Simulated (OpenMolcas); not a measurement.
# triplet C2HBF2: levels of theory compared

Aim: a comparison of 6 runs (UB3LYP/6-31G*, U-revPBE/def2-SVPD, UBLYP/def2-SVPD, UPBE0/def2-SVPD, UTPSS/def2-SVPD, ROMP2/def2-SVPD) of triplet C2HBF2. 

The calculation is run with OpenMolcas 26.06.

2 further runs of the same task are left out: 2 set aside as unsound or not needed.

### Step 1. The structure to begin with

The species is C2HBF2 (6 atoms), meant as a triplet with charge 0. SMILES of the parent species: `C#CB(F)F`. Geometry: relaxed at PBE0-D4/def2-TZVP. That shape belongs to the parent species and isn't relaxed for this state.

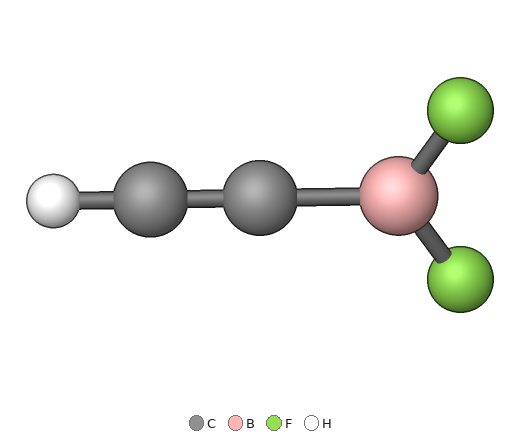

The structure, seen from a chosen angle (carbon grey, boron pink, fluorine green, hydrogen white).

### Step 2. The energy at UB3LYP/6-31G(d) (spherical functions) (run 1)

File test.input:

```
* C2HBF2 Kohn-Sham DFT
>>> EXPORT MOLCAS_PRINT=2

&GATEWAY
 BasLib=$CurrDir
 Coord
 6
 angstrom
 C       -0.883700       0.450800       1.253400
 C       -0.218600       0.106200       0.311700
 B        0.622000      -0.329200      -0.878400
 F        0.153600      -1.179500      -1.766600
 F        1.841700       0.131700      -1.054100
 H       -1.473000       0.756000       2.087900
 Basis=6-31Gs
 Group=NoSym

&SEWARD
 GridInput
 Grid=UltraFine
 End of Grid

&SCF
 UHF
 Spin=3
 KSDFT=B3LYP
 Thresholds=1e-10 1e-07 1e-07 1e-05
 PrOrbitals=1 2
```

The basis set 6-31G* is read from a file made from the Basis Set Exchange's data (not shown).

The run is started by

```
$ export MOLCAS_MEM=1860
$ pymolcas test.input > test.log
```

Output:

```text
--- Start Module: gateway ---
[...]
--- Stop Module: gateway /rc=_RC_ALL_IS_WELL_ ---
--- Start Module: seward ---
[...]
      Basis functions           72
--- Stop Module: seward /rc=_RC_ALL_IS_WELL_ ---
[...]
--- Start Module: scf ---
[...]
       Convergence after  21 Iterations
[...]
::    Total KS-DFT energy                            -301.2106947854
[...]
      Total spin, S                                     1.0015307199
[...]
      Total electronic charge=   36.000000
      Total            charge=   -0.000000
[...]
      Dipole Moment (debye):
      Origin of the operator (angstrom)=    0.4059   -0.2173   -0.5725
                   X= -2.0135E+00               Y=  1.0435E+00               Z=  2.8518E+00           Total=  3.6436E+00
      Quadrupole Moment (debye*angstrom):
[...]
--- Stop Module: scf /rc=_RC_ALL_IS_WELL_ ---
[...]
```

Run time: 38 s. Hardware: 1 thread of Intel Xeon Platinum 8259CL at 2.50GHz (Skylake/Cascade Lake), shared host; peak memory 0.42 GiB.

### Step 3. The energy at U-revPBE/def2-SVPD (run 2)

File struct.xyz:

```xyz
6

C     -0.883700     0.450800     1.253400
C     -0.218600     0.106200     0.311700
B      0.622000    -0.329200    -0.878400
F      0.153600    -1.179500    -1.766600
F      1.841700     0.131700    -1.054100
H     -1.473000     0.756000     2.087900
```

File calc.inp:

```
&GATEWAY
BasLib = $CurrDir
Coord = struct.xyz
Basis = def2-SVPD
Group = NoSym
&SEWARD
GridInput
Grid=UltraFine
End of Grid
&SCF
UHF
Spin = 3
KSDFT = revPBE
Thresholds = 1e-10 1e-07 1e-07 1e-05
PrOrbitals = 1 1
```

The basis set def2-SVPD is read from a file made from the Basis Set Exchange's data (not shown).

The run is started by

```
$ export MOLCAS_MEM=1860
$ pymolcas calc.inp > calc.log
```

Output:

```text
--- Start Module: gateway ---
[...]
--- Stop Module: gateway /rc=_RC_ALL_IS_WELL_ ---
--- Start Module: seward ---
[...]
      Basis functions          114
--- Stop Module: seward /rc=_RC_ALL_IS_WELL_ ---
[...]
--- Start Module: scf ---
[...]
       Convergence after  21 Iterations
[...]
::    Total KS-DFT energy                            -300.9246698590
[...]
      Total spin, S                                     1.0015209230
[...]
      Total electronic charge=   36.000000
      Total            charge=   -0.000000
[...]
      Dipole Moment (debye):
      Origin of the operator (angstrom)=    0.4059   -0.2173   -0.5725
                   X= -1.8433E+00               Y=  9.5543E-01               Z=  2.6107E+00           Total=  3.3356E+00
      Quadrupole Moment (debye*angstrom):
[...]
--- Stop Module: scf /rc=_RC_ALL_IS_WELL_ ---
[...]
```

Run time: 92 s. Hardware: 1 thread of Intel Xeon Platinum 8259CL at 2.50GHz (Skylake/Cascade Lake), shared host; peak memory 0.69 GiB.

Runs 3 to 5 aren't shown in full; the table further down has their settings and results.

### Step 4. The energy at ROMP2/def2-SVPD (run 6)

File job.inp:

```
&GATEWAY
  BasLib=$CurrDir
  Coord
  6
  angstrom
  C       -0.883700       0.450800       1.253400
  C       -0.218600       0.106200       0.311700
  B        0.622000      -0.329200      -0.878400
  F        0.153600      -1.179500      -1.766600
  F        1.841700       0.131700      -1.054100
  H       -1.473000       0.756000       2.087900
  Basis=def2-SVPD
  Group=NoSym

&SEWARD

&SCF
  UHF
  Spin=3
  Thresholds=1e-10 1e-07 1e-07 1e-05
  PrOrbitals=1 2

&RASSCF
  FileOrb=$Project.UnaOrb
  Spin=3
  Nactel=2 0 0
  Inactive=17
  Ras2=2
  OutOrbitals=Canonical
  OrbListing=Nothing

&CASPT2
  IPEA=0.0
  Frozen=5
```

The basis set def2-SVPD is read from a file made from the Basis Set Exchange's data (not shown).

The run is started by

```
$ export MOLCAS_MEM=1860
$ pymolcas job.inp > job.log
```

Output:

```text
--- Start Module: gateway ---
[...]
--- Stop Module: gateway /rc=_RC_ALL_IS_WELL_ ---
[...]
      Basis functions          114
[...]
       Convergence after  22 Iterations
[...]
::    Total SCF energy                               -299.5630180224
[...]
      Total spin, S                                     1.0082093549
[...]
--- Start Module: rasscf ---
[...]
      Number of active orbitals                  2
[...]
      Spin quantum number                      1.0
[...]
      Active orbitals                            2
[...]
      Number of CSFs                             1
[...]
      Number of root(s) required                 1
[...]
      Convergence after 15 iterations
[...]
      printout of CI-coefficients larger than  0.05 for root  1
      energy=    -299.555697
      conf/sym  11     Coeff  Weight
             1  uu   1.00000 1.00000
      Natural orbitals and occupation numbers for root  1
      sym 1:   1.000000   1.000000
      ************************************************************************************************************************
      *                                                    Final results                                                     *
[...]
::    RASSCF root number  1 Total energy:   -299.55569673
[...]
      Total electronic charge=   36.000000
      Total            charge=   -0.000000
[...]
      Dipole Moment (debye):
      Origin of the operator (angstrom)=    0.4059   -0.2173   -0.5725
                   X= -2.0847E+00               Y=  1.0805E+00               Z=  2.9527E+00           Total=  3.7725E+00
      Quadrupole Moment (debye*angstrom):
[...]
--- Stop Module: rasscf /rc=_RC_ALL_IS_WELL_ ---
[...]
      E2 (Variational):          -0.6873943469
      Total energy:            -300.2430910755
[...]
      Reference weight:           0.83231
[...]
::    CASPT2 Root  1     Total energy:   -300.24309108
[...]
```

Wall time 53 s (1 thread of Intel Xeon Platinum 8259CL at 2.50GHz (Skylake/Cascade Lake), shared host); peak memory 0.69 GiB.

### Step 5. Overview of the runs

```csv
run,level,integration grid,frozen core orbitals,energy (Eh),dipole moment (D),HOMO energy (eV),⟨S²⟩,wall time
1,UB3LYP/6-31G* (spherical functions),UltraFine,–,-301.210695,3.64,-3.33,2.005,38 s
2,U-revPBE/def2-SVPD,UltraFine,–,-300.924670,3.34,-3.52,2.005,92 s
3,UBLYP/def2-SVPD,UltraFine,–,-300.971050,3.36,-3.36,2.003,97 s
4,UPBE0/def2-SVPD,UltraFine,–,-300.687576,3.87,-4.17,2.006,1.7 min
5,UTPSS/def2-SVPD,UltraFine,–,-301.054529,3.37,-3.61,2.006,2.6 min
6,ROMP2/def2-SVPD,–,5,-300.243091,–,–,–,53 s
```

### Step 6. Summary of results

```
           quantity          value
run 6: total energy  -300.24309 Eh
```

**Reading.** Over runs 1, 2, 3, 4, 5 the dipole moment (its size) runs from 3.34 D (U-revPBE/def2-SVPD) to 3.87 D (UPBE0/def2-SVPD). Totals of different functionals can't be ranked against each other. All runs together took 8.9 min, the longest 2.6 min.
